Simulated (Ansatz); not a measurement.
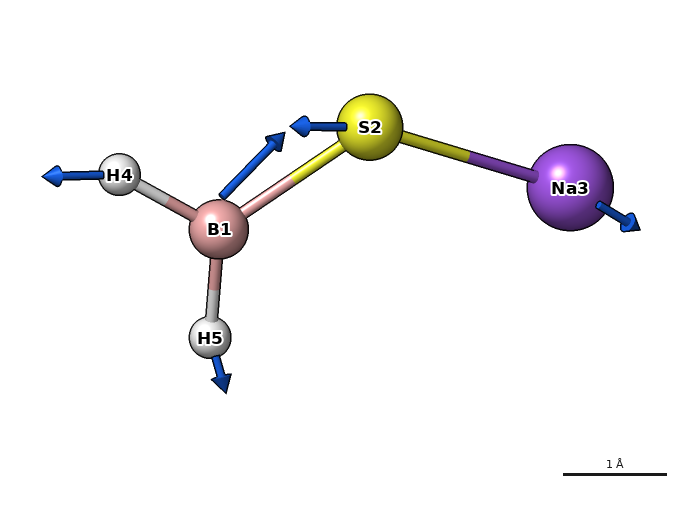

Arrows show the forces on the atoms, 1 Å of arrow for 1 eV/Å; forces under a tenth of the largest aren't drawn. Level of theory: PBE0-D4/def2-TZVPP (Ansatz 0.2.0).

On which atom is the force largest, and how large is it?

Answer. On B1: 0.96 eV/Å.

List the force components in the frame of the picture (x right, y up, z towards the viewer), in eV/Å.

```
atom     Fx     Fy     Fz
  B1   0.62   0.64  −0.35
  S2  −0.54   0.01   0.39
 Na3   0.41  −0.25  −0.32
  H4  −0.60  −0.02   0.33
  H5   0.11  −0.37  −0.05
```
